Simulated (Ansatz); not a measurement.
System: Sc3AlN4.

```
Sc Al N
1.0
     4.44812    0.00000    0.00000
     0.00000    4.44812    0.00000
     0.00000    0.00000    8.76594
Sc Al N
6 2 8
Direct
  0.00000 0.50000 0.25000
  0.50000 0.00000 0.75000
  0.50000 0.00000 0.25000
  0.00000 0.50000 0.75000
  0.00000 0.00000 0.00000
  0.50000 0.50000 0.50000
  0.00000 0.00000 0.50000
  0.50000 0.50000 0.00000
  0.50000 0.00000 0.00000
  0.00000 0.50000 0.50000
  0.00000 0.00000 0.73961
  0.50000 0.50000 0.23961
  0.00000 0.50000 0.00000
  0.50000 0.00000 0.50000
  0.00000 0.00000 0.26039
  0.50000 0.50000 0.76039
```

Space group I4/mmm; a structure generated by program, which may or may not match a known phase.

Method: Ansatz, DFT PBE, scalar-relativistic, plane waves, PAW.

**Predict the valence pseudo-density and electron localisation function between the atoms.**

Al–N (2.22 Å): ρ is about 0.37 e/Å³ halfway; the ELF peaks at about 0.80 in the valence shell of N, 0.7 Å from its nucleus, and is about 0.70 at the midpoint.
Bader's partition of the density gives Sc +1.82, Al +2.39 and N −2.00 to −1.93 e.

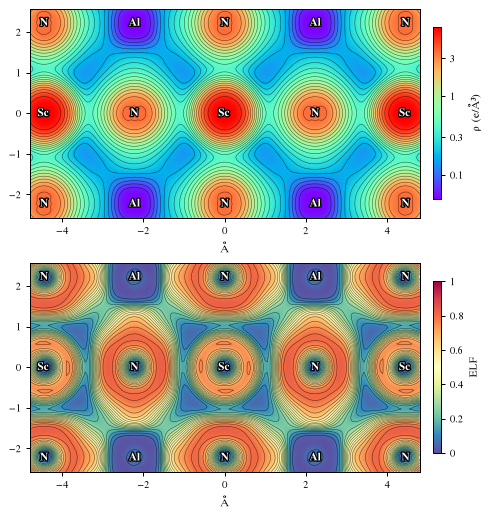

Computed valence pseudo-density and electron localisation function on the (001) plane of the conventional cell, in this order. 

The density is the valence pseudo-density of a PAW calculation; it isn't the true density close to the nuclei.
